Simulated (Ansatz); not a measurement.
# BF$_{2}$HSi (SMILES FB[Si]F): what the fields show

Input file:

```
crystal:
  periodic: [false, false, false]
  atoms:
    - {symbol: B, position_ang: [-0.561884, -0.931288, 0.349904]}
    - {symbol: F, position_ang: [0.300732, -1.533244, -2.198679]}
    - {symbol: F, position_ang: [-1.829764, -1.047247, 0.717523]}
    - {symbol: Si, position_ang: [-0.036941, -0.079082, -1.494221]}
    - {symbol: H, position_ang: [0.266408, -1.324678, 1.156002]}
basis:
  gaussian:
    orbitals: def2-TZVPD
hamiltonian:
  xc: pbe0
output:
  forces: true
  orbitals: {seedname: orbitals}
```

Command:

```sh
ansatz run input.yaml --threads 1 --pin off --max-ram 2610MiB --events-out events.jsonl --progress --plain --runs-dir runs
```

Geometry: PBE0-D3(BJ)/def2-SVP.

All numbers below come from Ansatz, isolated molecule in a Gaussian basis; Kohn-Sham density functional theory, functional PBE0.

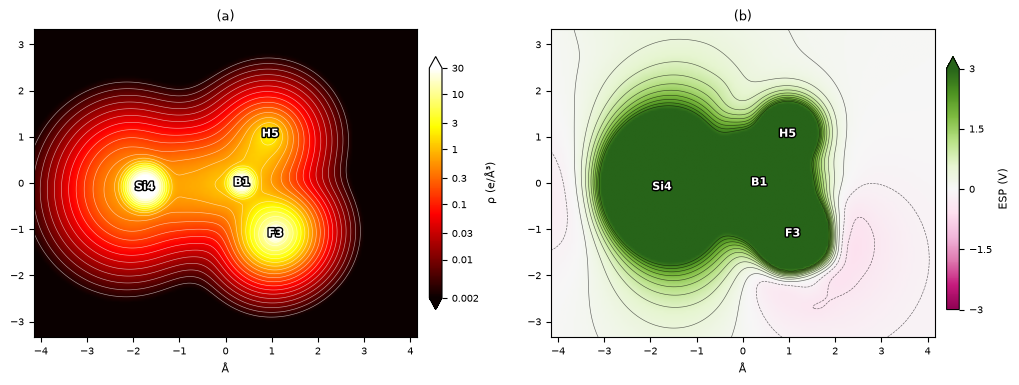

Figure 1. (a) electron density; (b) molecular electrostatic potential on the plane of atoms F3, B1 and H5.

### Describe what can be read from this map.

The section cuts through B, F, Si and H sites. B–F (1.33 Å): ρ at the midpoint is about 2.2 e/Å³. Si–B (2.10 Å): ρ is about 0.77 e/Å³ halfway. B–H (1.22 Å): ρ is about 1.2 e/Å³ halfway. Outside the dense part of the molecule the potential is most negative (−0.5 V) near F3.

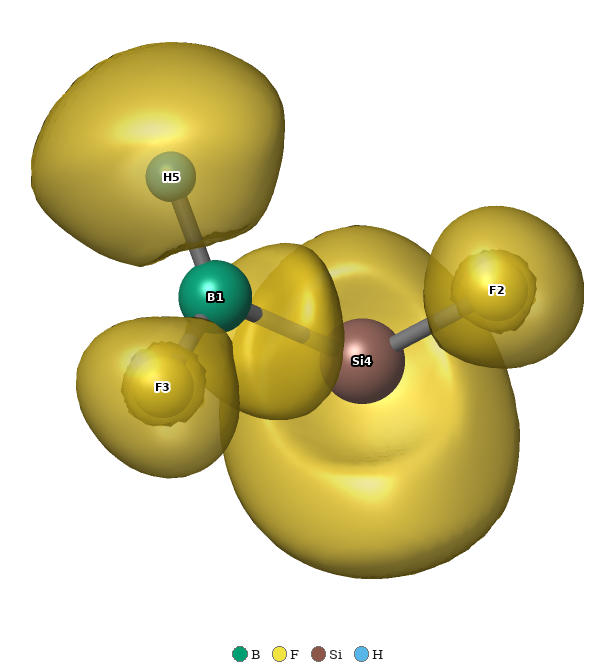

Figure 2. Isosurface of the ELF at 0.75 (yellow), seen at a tilt. Core shells and regions of very low density are left out.

### Where are the electrons localised?

At this value the surface marks out one region between bonded B–Si atoms (shared pairs), one region around a hydrogen nucleus, one region on F in which the atom's valence shell and bonds are merged, one lobe on Si, pointing away from the bonds (lone pairs) and one region wrapped around F (its lone pairs, merged into a ring or cap). Profiles from the grid: B–F (1.33 Å): the ELF peaks at about 0.85 between the atoms: a shared but strongly polarised pair. Si–F (1.65 Å): the ELF peaks at about 0.85 in the valence shell of F, 0.6 Å from its nucleus, and is about 0.50 at the midpoint.

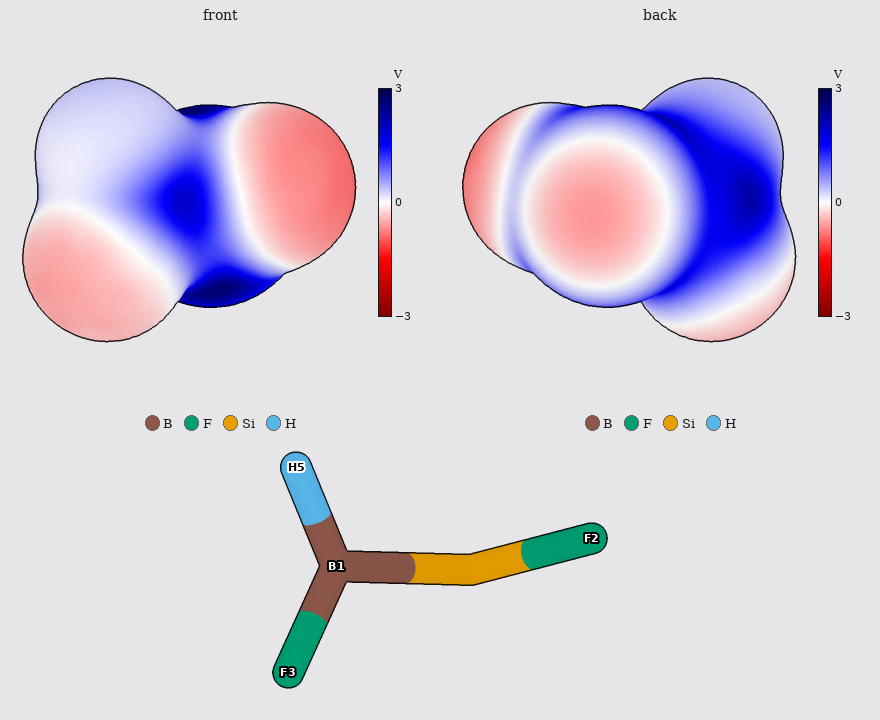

Figure 3. The molecular electrostatic potential painted on the density surface at 0.002 e/bohr³, seen from the front and from behind; the colour scale runs from red (negative) to blue (positive). The bare structure is drawn below in the same view.

### Which sites attract a positive test charge, and which a negative one?

A positive charge is drawn to the negative regions and a negative charge to the positive ones. The most negative region (about −0.8 V, or −18 kcal/mol for a unit charge) lies over F2, the most positive (about +2.6 V, or +60 kcal/mol for a unit charge) over Si4.

### What dipole moment does the calculation give?

Its dipole moment is 1.07 D.

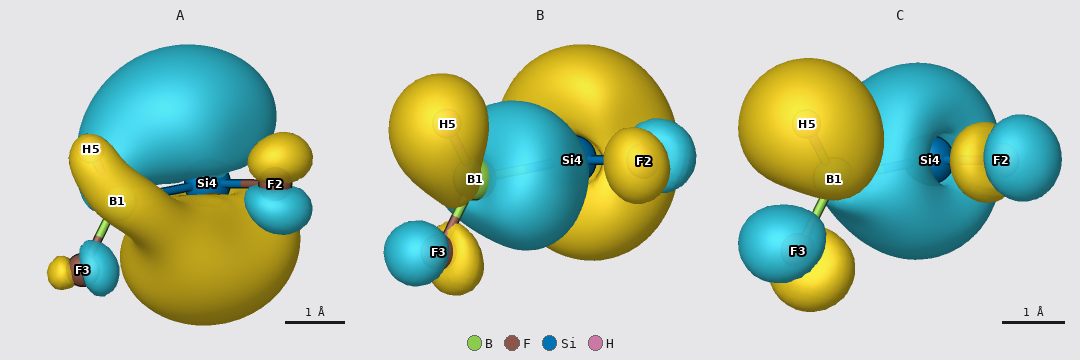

Figure 4. Three frontier orbitals at ±0.08 Å⁻³ᐟ² (yellow and cyan are the two phases), in no order.

### Which picture is the HOMO−1, the HOMO and the LUMO?

C is the HOMO−1 (−10.01 eV). It lies mainly on Si4 (about 40 %), B1 (about 20 %), H5 (about 15 %), F3 (about 15 %) and F2 (about 10 %). B is the HOMO (−6.44 eV). It lies mainly on Si4 (about 60 %), B1 (about 20 %) and F2 (about 5 %). A is the LUMO (−2.92 eV). By Hirshfeld shares it lies mainly on Si4 (about 80 %), B1 (about 10 %) and F2 (about 5 %).

### What is the HOMO–LUMO gap?

3.52 eV between the orbital energies.
